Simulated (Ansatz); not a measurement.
| atom | x (Å) | y (Å) | z (Å) |
| --- | --- | --- | --- |
| N | -1.1626 | 0.8894 | -0.5362 |
| Ti | 0.4017 | -0.1070 | -0.4556 |
| N | 0.5132 | -0.7196 | 1.2872 |
| Cl | 0.2480 | -1.8173 | -1.8469 |
| Cl | 2.1235 | 1.2037 | -0.9054 |
| H | -1.8083 | 1.0537 | 0.2215 |
| H | -1.4737 | 1.3472 | -1.3836 |
| H | 1.0480 | -0.2634 | 2.0146 |
| H | 0.1987 | -1.6330 | 1.5874 |

Geometry: PBE0-D4/def2-TZVP.

Theory: Ansatz 0.2.0, RKS PBE0-D4/def2-TZVPP.

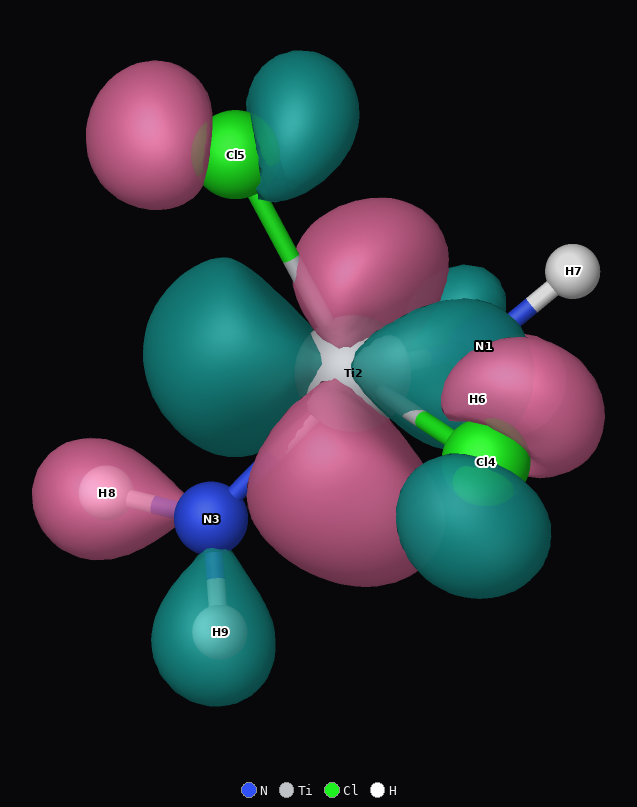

Cl2H4N2Ti. The LUMO at ±0.08 Å⁻³ᐟ² (teal and pink are the two phases), seen at an oblique angle.

What is the character of this orbital?

By Hirshfeld shares it lies mainly on Ti2 (about 75 %), Cl4 (about 5 %) and Cl5 (about 5 %). Its energy is −2.31 eV.
